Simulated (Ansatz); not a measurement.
# CCSDT(Q)/STO-3G run of SiH3Cl (SiClH3)

Aim: the vertical ionisation energy of SiH3Cl (SiClH3) at CCSDT(Q)/STO-3G, from 2 runs. 

The calculation is run with Ansatz 0.2.0.

41 further runs of the same task are left out: 4 that didn't finish, 37 set aside as unsound or not needed.

## (1) The molecule

SiH3Cl has 5 atoms, charge 0, and is taken as a singlet. SMILES: `[H][Si]([H])([H])Cl`. Geometry: relaxed at GFN2-xTB.

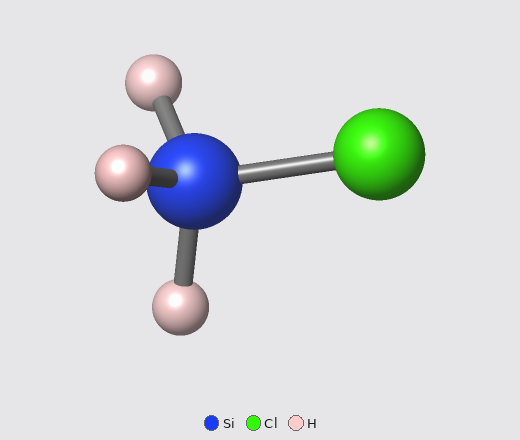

The structure, seen from a chosen angle (silicon blue, chlorine green, hydrogen pink).

## (2) A single-point energy at CCSDT(Q)/STO-3G

Input file input.yaml:

```yaml
crystal:
  periodic: [false, false, false]
  atoms:
    - {symbol: Si, position_ang: [0.000290, 0.001940, -0.129410]}
    - {symbol: Cl, position_ang: [0.010690, -0.020840, 1.880630]}
    - {symbol: H, position_ang: [1.382330, 0.011210, -0.594910]}
    - {symbol: H, position_ang: [-0.700750, 1.203700, -0.566480]}
    - {symbol: H, position_ang: [-0.692550, -1.196020, -0.589840]}
basis:
  gaussian:
    orbitals: STO-3G
magnetization:
  spin_polarized: false
  initial_magnetization: 0
correlation:
  method: ccsdt_q
  frozen_orbitals: {Cl: 5, H: 0, Si: 5}
accuracy: high
scf:
  omitted_lower_state_checks: [cluster_reference, increment]
```

The run is started by

```bash
$ ansatz run input.yaml --threads 1 --pin off --max-ram 2610MiB --events-out events.jsonl --progress --plain --runs-dir runs
```

What it wrote, shortened:

```text
Warning: RAYON_NUM_THREADS=1 ignored (pool sized by the plan → 1); use --threads N
Functional definition: HF
  name "HF"
[...]
364 factors; integrals over basis functions are off by at most 1.0e-8 eV
[...]
mean field -20190.11228901 eV, -741.9729412715 hartree, gradient 3.6e-8 eV, S^2 0.000000; 0 other end points of the search recorded, 0 dependent functions left out
10 core orbitals not correlated: weight in the atoms' cores, before any rotation towards them, 1.000 or more for the frozen orbitals, at most 0.000 for the correlated occupied ones
reference -20190.11228901 eV, -741.9729412715 hartree; 7, 7 occupied and 4, 4 virtual orbitals, 364 factors
second order -1.18793221 eV of doubles, -0.00000000 eV of singles
cycle   1  -1.53358300 eV  change   -3.5e-1 eV  update   5.0e-2
[...]
cycle  18  -1.74214806 eV  change   7.2e-10 eV  update  6.1e-10
perturbative correction -0.00024481 eV, -0.0000089964 hartree
Total energy: -20191.85468188 eV, -742.0369730284 hartree
Checks for a lower state left out: cluster_reference, increment
```

Run time: 0.2 s. Hardware: 1 thread of AMD EPYC 9R14 (Zen 4), shared host.

## (3) The doublet cation at the same level

input.yaml: that of step 2 with these lines changed.

```diff
@@ -11,5 +11,6 @@
     orbitals: STO-3G
+total_charge: 1
 magnetization:
-  spin_polarized: false
-  initial_magnetization: 0
+  spin_polarized: true
+  initial_magnetization: 1
 correlation:
```

The run is started by

```bash
$ ansatz run input.yaml --threads 1 --pin off --max-ram 2610MiB --events-out events.jsonl --progress --plain --runs-dir runs
```

What it wrote:

```text
Warning: RAYON_NUM_THREADS=1 ignored (pool sized by the plan → 1); use --threads N
[... 15 lines left out ...]
10 core orbitals not correlated: weight in the atoms' cores, before any rotation towards them, 1.000 or more for the frozen orbitals, at most 0.000 for the correlated occupied ones
[... 50 lines left out ...]
Total energy: -20182.47249413 eV, -741.6921839882 hartree
Checks for a lower state left out: cluster_reference, increment
```

Run time: 1 s. Hardware: 1 thread of AMD EPYC 9R14 (Zen 4), shared host.

## (4) Outcome

At CCSDT(Q)/STO-3G, 10 core orbitals frozen:

| quantity | value |
| --- | --- |
| singlet SiH3Cl: total energy | -742.03697 Eh |
| singlet SiH3Cl: correlation energy (10 core orbitals frozen) | -64.0 mEh |
| singlet SiH3Cl: T1 diagnostic | 0.004 |
| doublet cation: total energy | -741.69218 Eh |
| doublet cation: correlation energy (10 core orbitals frozen) | -67.7 mEh |
| doublet cation: ⟨S²⟩ of the reference determinant | 0.753 |
| doublet cation: T1 diagnostic | 0.026 |
| vertical ionisation energy (to the doublet cation) | 9.382 eV |

**Reading.** Removing an electron at fixed nuclei costs 9.38 eV (216 kcal/mol). In a minimal basis such a difference can be off by several eV, whatever the method.
